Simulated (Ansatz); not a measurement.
## Frozen-phonon scan for ZnS (zinc blende)

Starting cell, ZnS (zinc blende):

```yaml
crystal:
  lattice:
    - [0.00000, 5.44344, 5.44344]
    - [2.72172, 0.00000, 2.72172]
    - [2.72172, 2.72172, 0.00000]
  atoms:
    - { symbol: S, position: [0.37500, 0.75000, 0.75000] }
    - { symbol: S, position: [0.87500, 0.75000, 0.75000] }
    - { symbol: Zn, position: [0.00000, 0.00000, 0.00000] }
    - { symbol: Zn, position: [0.50000, 0.00000, 0.00000] }
```

The atoms are displaced by Q × the pattern below (from a DFPT mode at L = (0.5, 0.0, 0.0), largest move 1; Q in Å), at fixed cell. (q is in reciprocal vectors of the primitive cell; the cell shown is doubled to hold the pattern.)

| atom | x | y | z |
|---|---|---|---|
| S1 | 0.577 | -0.577 | -0.577 |
| S2 | -0.577 | 0.577 | 0.577 |
| Zn3 | -0.068 | 0.068 | 0.068 |
| Zn4 | 0.068 | -0.068 | -0.068 |

All values below come from PBE (plane waves to 420 eV, PAW, scalar-relativistic; Ansatz, a program for electronic structure). k mesh 5×10×10 (Γ-centred), Fermi-Dirac smearing 0.05 eV. E stands for the smeared free energy. ZnS was relaxed with its symmetry unable to fall. ΔE is measured from the undisplaced structure.

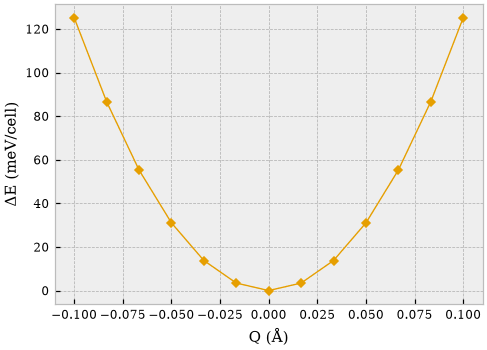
Fig. 1. ΔE (meV/cell) against Q (Å); computed points joined by lines.

The energy at Q = 0.100 Å is 125.2 meV/cell. Wavenumber by perturbation theory (DFPT, on another k mesh): 320 cm⁻¹. Shape of the curve: a single well with its minimum at or next to zero displacement. Harmonic wavenumber from the curvature (finite differences): 320 cm⁻¹. Space group of the distorted cell: R3m (No. 160), lowered from F-43m.

E″ = 24.80 eV/Å², M = Σ mᵢ|uᵢ|² = 65.9 u, ν̃ = 521.5·√(|E″|/M).

(For displaced atoms, the force is minus the slope of the energy, and its curvature is a force constant, which sets phonon frequencies.)
